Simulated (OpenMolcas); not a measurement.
Run report: SiH$_{3}$ (charge −1), excited-state calculation (part 1 of 2)

The run: excited-state calculation of SiH$_{3}$, charge −1. Method and program: CASSCF/ANO-RCC-VDZP, DKH2 (OpenMolcas 26.06).

The geometry comes from this level: PBE0-D4/def2-TZVPD.

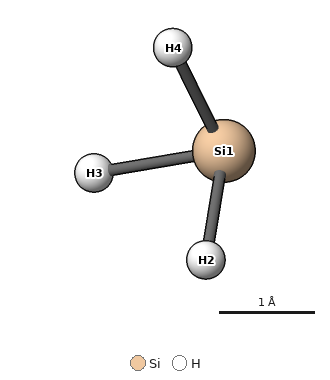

Fig. 1: The input geometry (ball-and-stick view, seen at a tilt; atoms are numbered from 1 in the order of the input).

**Input file**
```
&GATEWAY
XBAS
Si.ANO-RCC-VDZP
H.ANO-RCC-VDZP
End of Basis
ZMAT
Si1
H2 1 1.545618
H3 1 1.545667 2 94.0712
H4 1 1.545715 2 94.06746 3 94.37823
End of ZMAT
&SEWARD
Relativistic=R02E00
&RASSCF
FileOrb=$CurrDir/step2.RasOrb
Spin=1
Nactel=8 0 0
Inactive=5
Ras2=7
CIRoot=3 3 1
OrbListing=Nothing
&RASSI
NrOfJobIphs=1 all
```

Hardware: 1 thread of Intel Xeon (Sapphire Rapids), 16 GiB of memory available, shared host.

Command:
```bash
export MOLCAS_MEM=1860
pymolcas step9.inp > step9.log
```

**Output**
```
--- Start Module: gateway ---

                                              &GATEWAY

                       available to each process: 1.9 GB of memory, 1 thread

++    Symmetry information:
      ---------------------

                    Character Table for C1

                             E
                    a        1  x, y, xy, Rz, z, xz, Ry, yz, Rx, I
--

++    Basis set information:
      ----------------------

      Basis set label: SI.ANO-RCC...4S3P1D.

      Electronic valence basis set:
      ------------------
      Associated Effective Charge  14.000000 au
      Associated Actual Charge     14.000000 au
      Nuclear Model: Point charge

      Shell  nPrim  nBasis  Cartesian Spherical Contaminant
         s      17       4        X
         p      12       3        X
         d       5       1                 X

      Basis set label: H.ANO-RCC...2S1P.

      Electronic valence basis set:
      ------------------
      Associated Effective Charge   1.000000 au
      Associated Actual Charge      1.000000 au
      Nuclear Model: Point charge

      Shell  nPrim  nBasis  Cartesian Spherical Contaminant
         s       8       2        X
         p       4       1        X
--

++    Molecular structure info:
      -------------------------

                    ************************************************
                    **** Cartesian Coordinates / bohr, angstrom ****
                    ************************************************

     Center  Label                x              y              z                     x              y              z
        1      SI1              0.000000       0.000000       0.000000              0.000000       0.000000       0.000000
        2      H2               0.000000       0.000000       2.920795              0.000000       0.000000       1.545618
        3      H3               2.913517       0.000000      -0.207372              1.541767       0.000000      -0.109736
        4      H4              -0.222426      -2.905118      -0.207188             -0.117703      -1.537322      -0.109639

                    ***************************************
                    *    InterNuclear Distances / bohr    *
                    ***************************************

               1 SI1           2 H2            3 H3            4 H4
    1 SI1      0.000000
    2 H2       2.920795        0.000000
    3 H3       2.920887        4.274810        0.000000
    4 H4       2.920978        4.274747        4.274793        0.000000

                    *******************************************
                    *    InterNuclear Distances / angstrom    *
                    *******************************************

               1 SI1           2 H2            3 H3            4 H4
    1 SI1      0.000000
    2 H2       1.545618        0.000000
    3 H3       1.545667        2.262132        0.000000
    4 H4       1.545715        2.262099        2.262123        0.000000

                    **************************************
                    *    Valence Bond Angles / degree    *
                    **************************************
                          Atom centers                 Phi
                      2 H2       1 SI1      3 H3        94.07
                      2 H2       1 SI1      4 H4        94.07
                      3 H3       1 SI1      4 H4        94.07
--

            Nuclear Potential Energy             15.08098526 au

--- Stop Module: gateway /rc=_RC_ALL_IS_WELL_ ---

--- Start Module: seward ---

                                              &SEWARD

                       available to each process: 1.9 GB of memory, 1 thread

               SEWARD will generate:
                  Multipole Moment integrals up to order  2
                  Kinetic Energy integrals
                  Nuclear Attraction integrals (point charge)
                  One-Electron Hamiltonian integrals
                  Velocity integrals
                  Relativistic Douglas-Kroll-Hess integrals:
                    - Parametrization         : EXP
                    - DKH order of Hamiltonian: 2
                    - DKH order of Properties : 0
                         - multipole moment operators
                         - electric potential operators
                         - contact operators
                  Orbital angular momentum around (  0.0875  -0.0944   0.0815 )
                  Velocity quadrupole around (  0.0875  -0.0944   0.0815 )
                  Atomic mean-field integrals
                  Two-Electron Repulsion integrals

                   Integrals are discarded if absolute value <: 1.00E-14
                   Integral cutoff threshold is set to       <: 1.00E-16

            Nuclear Potential Energy             15.08098526 au

      Basis set specifications :
      Symmetry species         a
      Basis functions           33

--- Stop Module: seward /rc=_RC_ALL_IS_WELL_ ---
--- Module seward spent 1 second ---

--- Start Module: rasscf ---

                                              &RASSCF

                       available to each process: 1.9 GB of memory, 1 thread

      Header of the ONEINT file:
      --------------------------

      OrdInt status: non-squared

      Cartesian coordinates in angstrom:
      -----------------------------------------------------
      No.  Label        X            Y            Z
      -----------------------------------------------------
       1   SI1        0.00000000   0.00000000   0.00000000
       2   H2         0.00000000   0.00000000   1.54561800
       3   H3         1.54176666   0.00000000  -0.10973628
       4   H4        -0.11770295  -1.53732240  -0.10963904
      -----------------------------------------------------
      Nuclear repulsion energy =   15.08098526

++    Wave function specifications:
      -----------------------------

      Number of closed shell electrons          10
      Number of electrons in active shells       8
      Max number of holes in RAS1 space          0
      Max nr of electrons in RAS3 space          0
      Number of inactive orbitals                5
      Number of active orbitals                  7
      Number of secondary orbitals              21
      Spin quantum number                      0.0
      State symmetry                             1
--

++    Orbital specifications:
      -----------------------

      Symmetry species                           1
                                                 a
      Frozen orbitals                            0
      Inactive orbitals                          5
      Active orbitals                            7
      RAS1 orbitals                              0
      RAS2 orbitals                              7
      RAS3 orbitals                              0
      Secondary orbitals                        21
      Deleted orbitals                           0
      Number of basis functions                 33
--

++    CI expansion specifications:
      ----------------------------

      Number of CSFs                           490
      Number of spin combinations              630
      Number of determinants                  1225
      Number of root(s) required                 3
      Root chosen for geometry opt.              3
      CI roots used                              1     2     3
      weights                                0.333 0.333 0.333
      highest root included in the CI            3
      max. size of the explicit Hamiltonian    200
--

++    Optimization specifications:
      ----------------------------

      RASSCF algorithm: Conventional
      Maximum number of macro iterations       200
      Maximum number of SX iterations          100
      Threshold for RASSCF energy            1.000E-08
      Threshold for max MO rotation          1.000E-01
      Threshold for max BLB element          1.000E-04
      Level shift parameter                  5.000E-01
      Make Quasi-Newton update
--

      The MO-coefficients are taken from the file:
      step2.RasOrb
      Title: RASSCF average (pseudo-natural) orbitals

      Total molecular charge   -1.00

      ************************************************************************************************************************
      *                                            Wave function control section                                             *
      ************************************************************************************************************************

                                         RASSCF iterations: Energy and convergence statistics
                                         ----------------------------------------------------

          iter iter root      energy       change     param      element    value   shift minimum  type update hh:mm:ss
 Nr of preliminary CI iterations:   3
        1   1    3    0  -291.14338946    0.00E+00   1.18E-04    7  23 1 -1.30E-05   0.22   0.00    SX    NO    0:00:00
        2   1    3    0  -291.14338947   -3.35E-09   4.80E-05    6  16 1 -4.49E-06   0.22   0.00    SX    NO    0:00:00
        3   1    3    0  -291.14338947   -7.49E-10  -2.95E-05    7  15 1  1.84E-06   0.22   0.00    SX    NO    0:00:00
        4   5    3    0  -291.14338981   -3.46E-07*  4.66E-05    7  23 1  1.41E-05   0.22   0.00    SX    NO    0:00:00
        5   1    3    0  -291.14338981   -1.18E-09  -2.58E-05    7  23 1  4.25E-06   0.22   1.51    QN   YES    0:00:00
      Convergence after  5 iterations
        6   1    3    0  -291.14338981   -2.03E-10  -2.58E-05    6  31 1 -9.74E-07   0.22   1.51    QN   YES    0:00:00

      ************************************************************************************************************************
                                                      Wave function printout:
                       occupation of active orbitals, and spin coupling of open shells (u,d: Spin up or down)
      ************************************************************************************************************************

      Note: transformation to natural orbitals
      has been made, which may change the order of the CSFs.

      printout of CI-coefficients larger than  0.05 for root  1
      energy=    -291.255956
      conf/sym  1111111     Coeff  Weight
             1  2222000  -0.98504 0.97031
             3  2220200   0.05300 0.00281
             7  222u00d  -0.06752 0.00456
           134  2022020   0.08177 0.00669

      printout of CI-coefficients larger than  0.05 for root  2
      energy=    -291.128398
      conf/sym  1111111     Coeff  Weight
             1  2222000   0.06741 0.00454
             7  222u00d  -0.98026 0.96091
            20  22udu0d   0.05232 0.00274
            39  2u2200d   0.07580 0.00575
           139  20220ud   0.05542 0.00307
           143  202u02d  -0.09418 0.00887

      printout of CI-coefficients larger than  0.05 for root  3
      energy=    -291.045815
      conf/sym  1111111     Coeff  Weight
             2  222ud00  -0.98193 0.96418
             5  2220ud0  -0.05046 0.00255
            31  2u22d00  -0.06630 0.00440
            34  2u2dud0   0.07651 0.00585
           132  2022ud0   0.06802 0.00463
           135  202ud20   0.09501 0.00903

      Natural orbitals and occupation numbers for root  1
      sym 1:   1.998758   1.986228   1.995742   1.978051   0.015843   0.023818   0.001560

      Natural orbitals and occupation numbers for root  2
      sym 1:   1.996474   1.970285   1.990848   1.097601   0.012665   0.026151   0.905978

      Natural orbitals and occupation numbers for root  3
      sym 1:   1.996835   1.962703   1.996137   1.005521   0.999339   0.035225   0.004239

      ************************************************************************************************************************
      *                                                    Final results                                                     *
      ************************************************************************************************************************

++    Final optimization conditions:
      ------------------------------

      Average CI energy                            -291.14338981
      RASSCF energy for state  3                   -291.04581477
      Super-CI energy                                -0.00000000
      RASSCF energy change                            0.00000000
      Max change in MO coefficients               4.618E-05
      Max non-diagonal density matrix element    -2.575E-05
      Maximum BLB matrix element                 -9.743E-07
      (orbital pair   6,  31 in symmetry   1)
      Norm of electronic gradient            6.191E-02
--

      Final state energy(ies):
      ------------------------

::    RASSCF root number  1 Total energy:   -291.25595638
::    RASSCF root number  2 Total energy:   -291.12839829
::    RASSCF root number  3 Total energy:   -291.04581477
      Von Neumann Entropy (Root   1) =  0.16908

      Mulliken population analysis for root number:  1
      -----------------------------------------------

++    Molecular charges:
      ------------------

      Mulliken charges per centre
      ---------------------------

                SI1     H2      H3      H4
      Total   14.1678  1.2584  1.2869  1.2869

      N-E     -0.1678 -0.2584 -0.2869 -0.2869

      Total electronic charge=   18.000000

      Total            charge=   -1.000000
--
```
